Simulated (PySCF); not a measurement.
C₅H₄ClF₄ (SMILES F/C([CH]C(F)(F)F)=C\CCl) (doublet)

The calculation's input:

```
{"job": {"kind": "epr", "basis": "pcH-1"}, "charge": 0, "multiplicity": 2}
F      0.084658     1.353452     0.505998
C      0.009997     0.078624     0.090657
C     -1.240391    -0.479215    -0.030997
C     -2.487052     0.272821     0.284656
F     -2.546324     0.679216     1.566328
F     -2.646691     1.377145    -0.464580
F     -3.572816    -0.486616     0.078450
C      1.205715    -0.574935    -0.155755
C      2.515908     0.079133    -0.070461
Cl     3.161946     0.223329    -1.765296
H     -1.361764    -1.493910    -0.362272
H      1.164640    -1.594865    -0.500077
H      3.249889    -0.522273     0.465672
H      2.461608     1.087619     0.335511
```

Launched as:

```sh
OMP_NUM_THREADS=1 python probes_run.py task.json out
```

Geometry: GFN2-xTB.

Level of theory: UKS B3LYP, pcH-1 on C Cl F H, non-relativistic, mean-field spin-orbit, GIAO in PySCF.

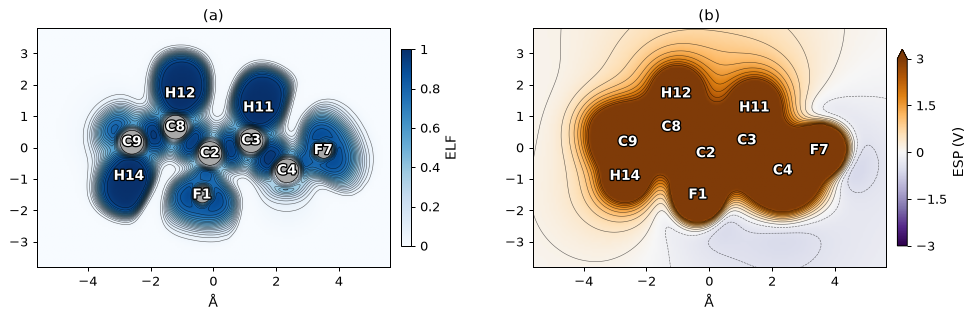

Figure 1. (a) electron localisation function; (b) electrostatic potential on the plane of atoms C4, C3 and H11. Grey discs cover the atomic cores in the ELF map.

Question: Interpret the plot.

Answer: Atoms in the plane: F, C and H. C–F (1.34 Å): the ELF peaks at about 0.85 between the atoms (a shared but strongly polarised pair). C–C (1.37 Å): the ELF peaks at about 0.95 between the atoms, as expected for localised, covalent bonding. C–H (1.07 Å): the ELF climbs to about 1 towards the hydrogen, as it does in any bond to H; an ordinary covalent bond to hydrogen. C–C (1.47 Å): the ELF peaks at about 0.95 between the atoms, as expected for a covalent bond. The ELF also peaks beside F1 and F7, away from the bonds: non-bonding electrons, paired or unpaired. Outside the dense part of the molecule the potential is most negative (−0.6 V) near F7.

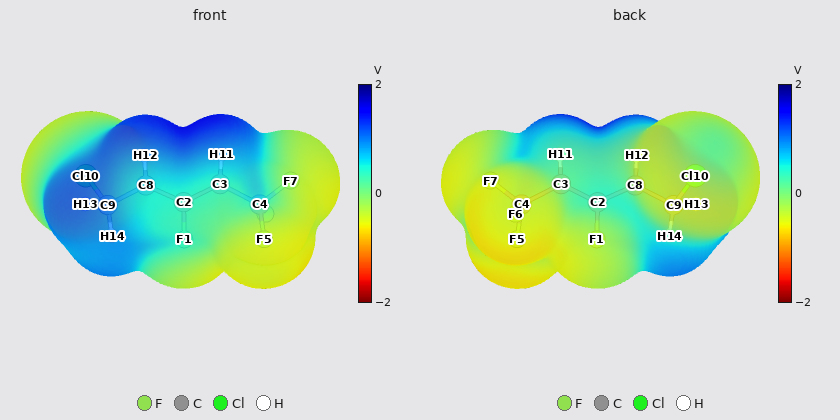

Figure 2. The electrostatic potential painted on the density surface at 0.001 e/bohr³, seen from the front and from behind; red is negative and blue positive.

Question: Where is the surface potential most negative and most positive?

Answer: The most negative region (about −0.7 V) lies over F5 and F6, the most positive (about +1.5 V) over H11 and H12.

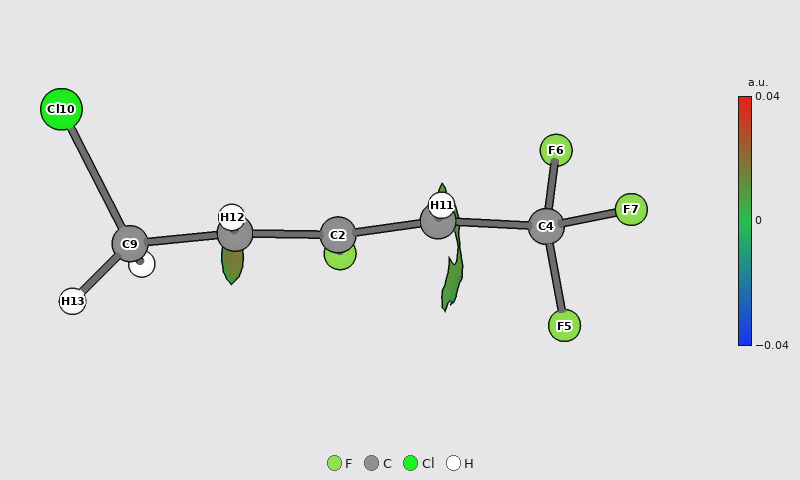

Figure 3. Non-covalent interaction (NCI) plot: the surface where the reduced density gradient is 0.5, for densities under 0.05 a.u., coloured by sign(λ₂)ρ; seen from one side.

Question: What holds or crowds the atoms apart from the covalent bonds?

Answer: Between F1 and C2 on one side and C4 and F6 on the other: a weak contact, attractive (blue-green) on one side and crowded (olive to red) on the other; between C4 and F5 on one side and F1 and C2 on the other: a weak contact, attractive (blue-green) on one side and crowded (olive to red) on the other; between H14 and C9 on one side and F1 and C2 on the other: a weak contact, attractive (blue-green) on one side and crowded (olive to red) on the other.
